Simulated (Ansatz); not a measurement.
# H2···CH5Si (doublet): what the fields show

Input file:

```
crystal:
  periodic: [false, false, false]
  atoms:
    - { symbol: H, position_ang: [-0.795655, -0.520194, 2.225178] }
    - { symbol: Si, position_ang: [-0.755977, -0.324006, -0.491206] }
    - { symbol: C, position_ang: [0.953415, 0.481622, -0.594967] }
    - { symbol: H, position_ang: [-0.708206, -0.516328, 2.923269] }
    - { symbol: H, position_ang: [-1.832613, 0.574823, -1.019775] }
    - { symbol: H, position_ang: [-0.795222, -1.644543, -1.198737] }
    - { symbol: H, position_ang: [0.988067, 1.407601, -0.001911] }
    - { symbol: H, position_ang: [1.728358, -0.196051, -0.207069] }
    - { symbol: H, position_ang: [1.217734, 0.737077, -1.634882] }
magnetization:
  spin_polarized: true
  initial_magnetization: 1
basis:
  gaussian: { orbitals: def2-SVPD }
hamiltonian:
  xc: b3lyp
  dispersion: d4
relax:
  f_tol: 0.03
  max_steps: 50
output:
  orbitals: {}
```

Launched as:

```sh
ansatz run input.yaml --threads 4 --pin off --max-ram 5120MiB --backend cpu --events-out ev --progress --plain --runs-dir out
```

The fields are those of the run's last geometry, not of the input's.

These are results of UKS B3LYP-D4/def2-SVPD (Ansatz), not measurements.

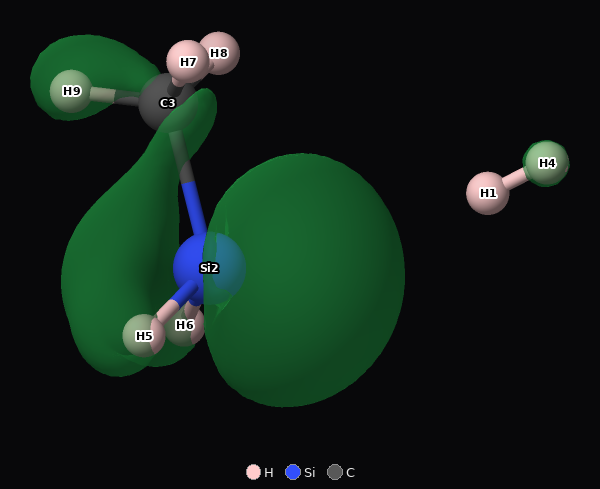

Figure 1. Isosurface of the spin density (α minus β) at +0.015 e/Å³ (green), seen at a tilt.

Q: Which atoms carry the spin?

A: The unpaired spin (1 electron) lies mostly on Si2 (about 0.8), in electrons by Hirshfeld's partition.

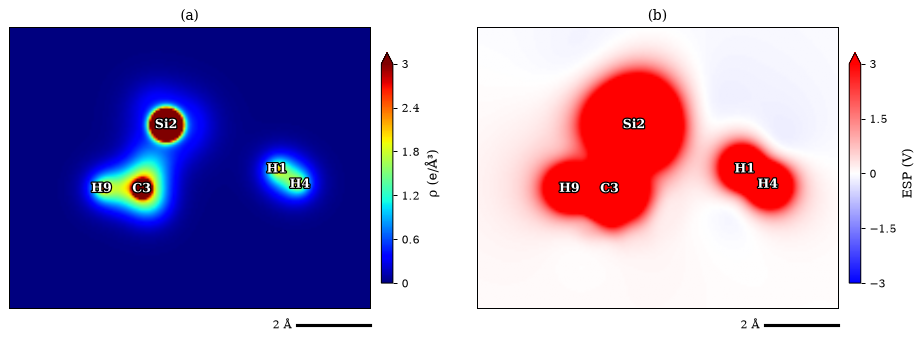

Figure 2. (a) electron density; (b) electrostatic potential on the plane of atoms Si2, C3 and H9.

Q: Read the bonding off the picture.

A:
- The section cuts through H, Si and C sites.
- Si2···H1 (3.28 Å): the density falls to about 0.03 e/Å³ on the way (a non-bonded, intermolecular contact).
- C–Si (1.89 Å): the density is about 0.92 e/Å³ at the midpoint.
- H–H (0.76 Å): ρ at the midpoint is about 1.7 e/Å³.
- C–H (1.10 Å): the density is about 1.9 e/Å³ at the midpoint.
- The potential has no marked negative region in this plane.

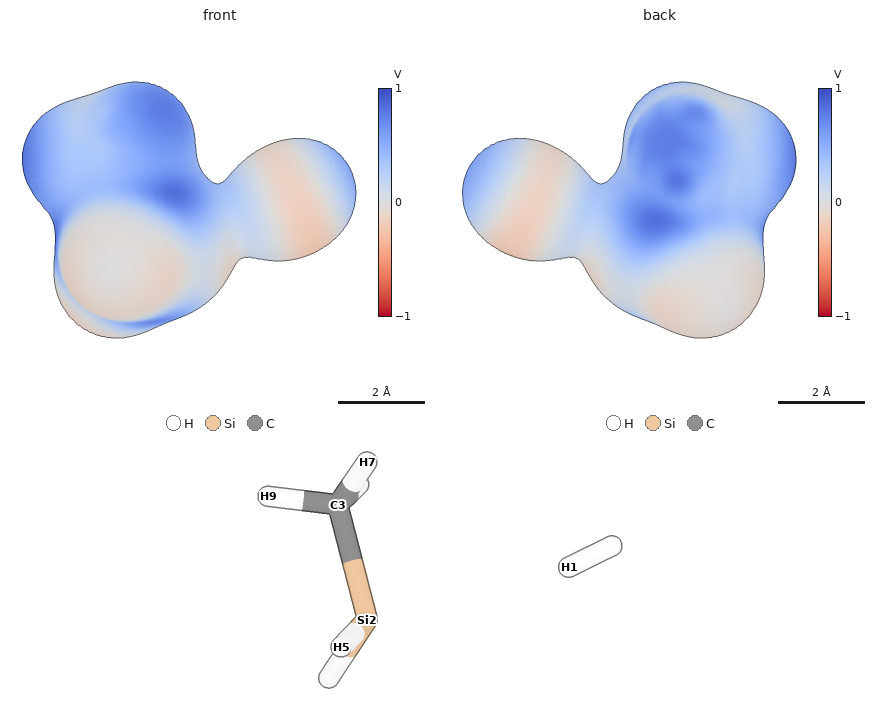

Figure 3. The electrostatic potential painted on the density surface at 0.002 e/bohr³, seen from the front and from behind; red is negative and blue positive. The bare structure is drawn below in the same view.

Q: Where is the surface potential most negative and most positive?

A: The most negative region (about −0.2 V) lies over H1 and H4, the most positive (about +0.8 V) over Si2, H7, H8 and H9.

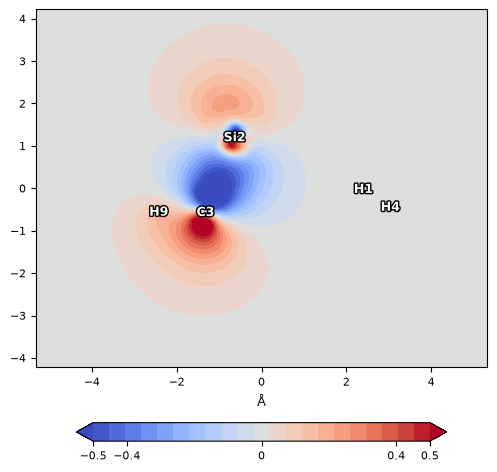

Figure 4. One frontier orbital on the plane of atoms Si2, C3 and H9 (values in Å⁻³ᐟ²; the overall sign is arbitrary).

Q: Which orbital is it: HOMO (β) or LUMO (β)?

A: The HOMO (β), at −9.02 eV. By Hirshfeld shares it lies mainly on C3 (about 40 %), Si2 (about 30 %), H6 (about 10 %) and H5 (about 10 %).
